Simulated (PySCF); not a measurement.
| atom | x (Å) | y (Å) | z (Å) |
| --- | --- | --- | --- |
| Si | 0.0032 | -0.0032 | 0.4080 |
| Cl | 0.0309 | -0.0013 | 2.5031 |
| C | 1.7804 | -0.0142 | -0.1735 |
| H | 2.3289 | 0.8547 | 0.2207 |
| H | 1.8232 | 0.0220 | -1.2742 |
| H | 2.2979 | -0.9262 | 0.1607 |
| C | -0.8853 | 1.5486 | -0.1394 |
| H | -1.9227 | 1.5587 | 0.2279 |
| H | -0.9093 | 1.6096 | -1.2394 |
| H | -0.3788 | 2.4475 | 0.2435 |
| C | -0.9053 | -1.5441 | -0.1366 |
| H | -1.9422 | -1.5415 | 0.2317 |
| H | -0.4090 | -2.4478 | 0.2474 |
| H | -0.9315 | -1.6067 | -1.2367 |

Geometry: PBE0-D3(BJ)/def2-SVP.

Level of theory: PySCF 2.14.0, PBE0/pcSseg-1, SCF density, gas phase, non-relativistic.

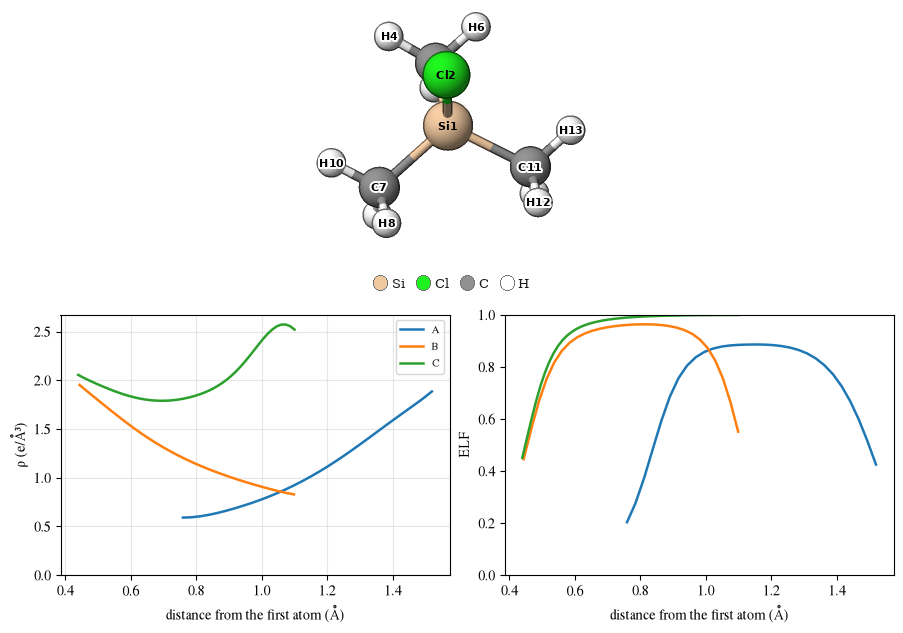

C3H9ClSi (SMILES C[Si](C)(C)Cl). Electron density and electron localisation function along straight lines between neighbouring atoms. The curves leave out the atomic cores. The structure is drawn too.

Which curve belongs to which contact (C–H, C–Si and Si–Cl)? The first atom named is at distance zero.

Answer. Curve A: Si–Cl (2.10 Å): the density is about 0.84 e/Å³ at the midpoint; the ELF peaks at about 0.90 between the atoms; a shared but strongly polarised pair. Curve B: C–Si (1.87 Å): ρ at the midpoint is about 0.97 e/Å³; the ELF peaks at about 0.95 between the atoms, as expected for localised, covalent bonding. Curve C: C–H (1.10 Å): ρ is about 1.9 e/Å³ halfway; the ELF climbs to about 1 towards the hydrogen, as it does in any bond to H (an ordinary covalent bond to hydrogen).
